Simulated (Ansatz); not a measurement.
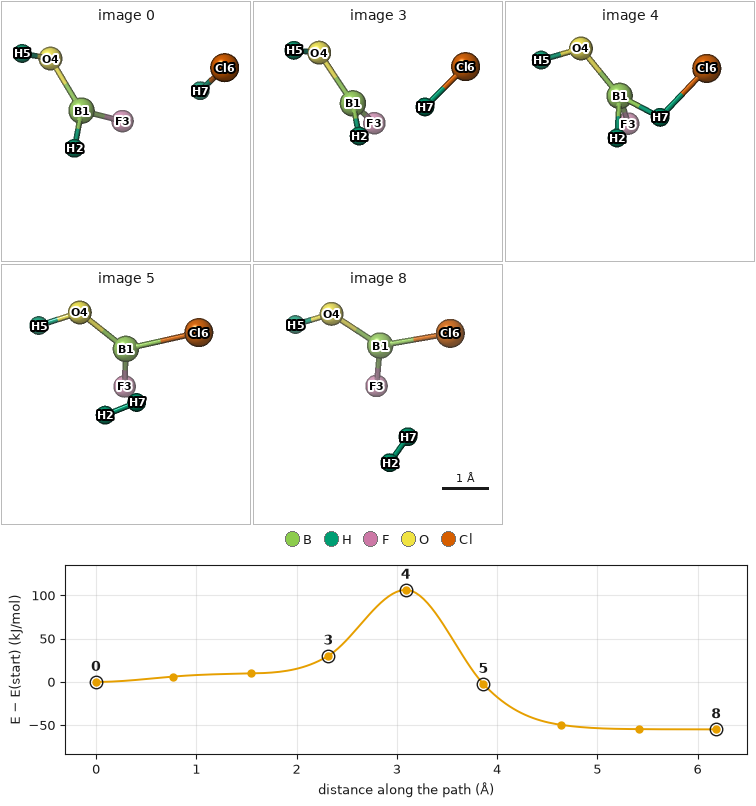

NEB run on BH₃OClF. Images are numbered from 0 (start) to 8 (end). A ball-and-stick model, seen at a tilt.

The calculation used RKS PBE/def2-SVP (Ansatz). Run with 7 movable images; climbing image; force threshold 0.03 eV/Å; iteration limit 60; starting path through a guess of the saddle point.

Read off the barrier and say what moves.

Breaking: B1–H2 (1.21 → 1.35 at the top → 3.85 Å), Cl6–H7 (1.30 → 1.56 at the top → 3.02 Å). Forming: B1–Cl6 (3.47 → 2.14 at the top → 1.77 Å), H2–H7 (3.21 → 1.07 at the top → 0.77 Å). The highest point, image 4, lies 106.5 kJ/mol above the start and 161.3 kJ/mol above the end; the end is at −54.8 kJ/mol relative to the start. The band converged in 15 iterations. The largest component of the band force went from 16 to 0.025 eV/Å. The climbing image converged on the top of the path. Its vibrational analysis gives 2 imaginary modes over 30i cm⁻¹, so it isn't confirmed as a transition state.
